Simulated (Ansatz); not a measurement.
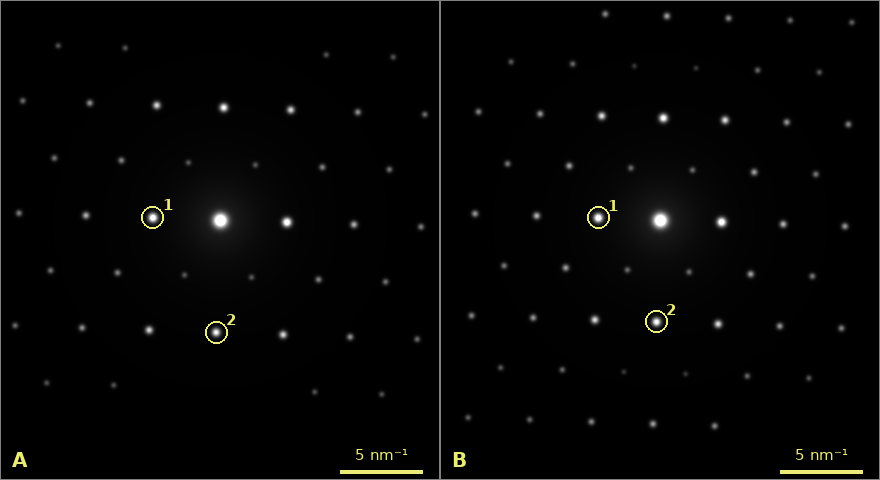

Kinematic electron diffraction patterns (120 kV, B = 0.5 Å², same scale) along [111] of the run's own cell, for the start and the end of one relaxation of TaCuO2 with Ansatz, DFT, PAW plane waves, pbe, spin-orbit. k mesh 7×7×7. The start is a generated model structure, and the relaxation ends in the nearest stationary point of its symmetry, not necessarily the ground state. Spot 1 is -1 0 1 and spot 2 is 1 -2 1 in both.

Start structure:

```yaml
crystal:
  lattice:
    - [3.19531, 0.00000, 0.00000]
    - [-1.59765, 2.76722, 0.00000]
    - [0.00000, -1.84481, 5.92259]
  atoms:
    - { symbol: Ta, position: [0.50000, 0.00000, 0.50000] }
    - { symbol: Cu, position: [0.00000, 0.00000, 0.00000] }
    - { symbol: O, position: [0.11900, 0.23800, 0.35700] }
    - { symbol: O, position: [0.88100, 0.76200, 0.64300] }
```

Which pattern belongs to the start structure, and which to the relaxed one?

Answer. B is the start: its cell gives d(1) = 2.642 Å, d(2) = 1.598 Å and an angle of 90.0°. A is the relaxed structure, with d(1) = 2.431 Å (-8.0 %), d(2) = 1.449 Å (-9.3 %) and 90.0°.

Name reflections whose intensity changes strongly on relaxation.

Answer. 1 1 -2 goes from 9.6 to 4.9 % of the strongest spot.

What did the relaxation do to the structure and the energy?

Answer. The volume changed by -9.8 % to 11.81 Å³ an atom; with the mean shift removed, the atoms moved by up to 0.42 Å relative to the cell (O most); the space group stayed R-3m (No. 166); the free energy fell by 330 meV an atom. Relaxed cell: a = 2.898 Å, b = 2.898 Å, c = 6.706 Å, α = 102.48°, β = 90.00°, γ = 120.00°.
